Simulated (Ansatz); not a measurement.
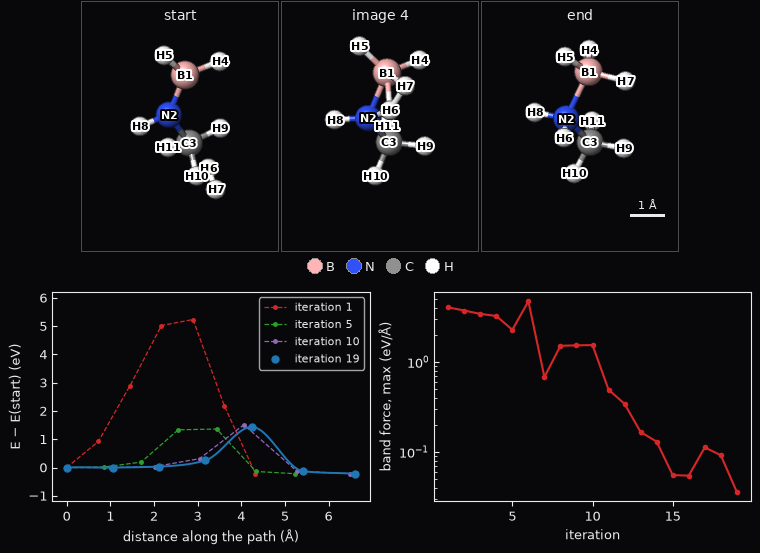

A nudged-elastic-band calculation for CH₈BN, made up of CH6BN and H2. Images are numbered from 0 (start) to 6 (end). The plot follows the band through its iterations. Style: ball-and-stick. Shown from a free direction.

Method: Ansatz, RKS PBE0-D4/def2-SVP.

Input file:
```yaml
crystal:
  periodic: [false, false, false]
  atoms:
    - {symbol: B, position_ang: [-1.465821, 0.448177, 0.359875]}
    - {symbol: N, position_ang: [-0.305810, -0.274418, 0.574497]}
    - {symbol: C, position_ang: [0.345611, -1.168194, -0.354526]}
    - {symbol: H, position_ang: [-2.019424, 0.354471, -0.698878]}
    - {symbol: H, position_ang: [-1.880063, 1.147324, 1.238938]}
    - {symbol: H, position_ang: [1.481795, 1.814781, -0.273318]}
    - {symbol: H, position_ang: [2.141954, 2.092852, -0.485916]}
    - {symbol: H, position_ang: [0.161331, -0.200295, 1.465290]}
    - {symbol: H, position_ang: [-0.225173, -1.192415, -1.282575]}
    - {symbol: H, position_ang: [1.362628, -0.835608, -0.584921]}
    - {symbol: H, position_ang: [0.402670, -2.186674, 0.041535]}
basis:
  gaussian: {orbitals: def2-SVP}
hamiltonian: {xc: pbe0, dispersion: d4}
neb:
  images: 5
  climbing: true
  max_iterations: 40
  initial_path: idpp
  final_atoms:
    - {symbol: B, position_ang: [-0.709519, 1.144738, 0.002686]}
    - {symbol: N, position_ang: [0.282702, -0.025412, 0.541429]}
    - {symbol: C, position_ang: [0.490217, -1.119848, -0.416040]}
    - {symbol: H, position_ang: [-1.769150, 0.594069, -0.217112]}
    - {symbol: H, position_ang: [-0.771498, 1.958600, 0.901208]}
    - {symbol: H, position_ang: [1.174044, 0.399310, 0.779430]}
    - {symbol: H, position_ang: [-0.181399, 1.579768, -1.000410]}
    - {symbol: H, position_ang: [-0.100354, -0.391958, 1.407708]}
    - {symbol: H, position_ang: [0.903238, -0.697868, -1.330607]}
    - {symbol: H, position_ang: [1.160834, -1.884830, -0.019507]}
    - {symbol: H, position_ang: [-0.479417, -1.556569, -0.648785]}
```

Launched with:
```bash
ansatz run in.yaml --threads 2 --pin off --events-out ev --progress --plain --max-ram 4352MiB
```

Judge this run.

The run is converged, with reservations. The band converged in 19 iterations. The largest component of the band force went from 4.1 to 0.036 eV/Å. The climbing image converged on the top of the path. Its curvatures weren't checked. The largest force component is 0.47 eV/Å at the start and 0.35 eV/Å at the end; an end with forces this large is no minimum, and the barrier measured from it can be far off. The first iteration put the highest image at 5.23 eV. Forward barrier 1.44 eV, backward barrier 1.65 eV, with image 4 at the top; the reaction energy is −0.22 eV.

Limits of the set-up: the start holds two separate molecules, 2.7 Å apart at their closest, whose relative position is a soft coordinate.

Cost: 3.8 min on 2 threads of Intel Xeon Platinum 8259CL @ 2.50GHz, with other jobs on the host.
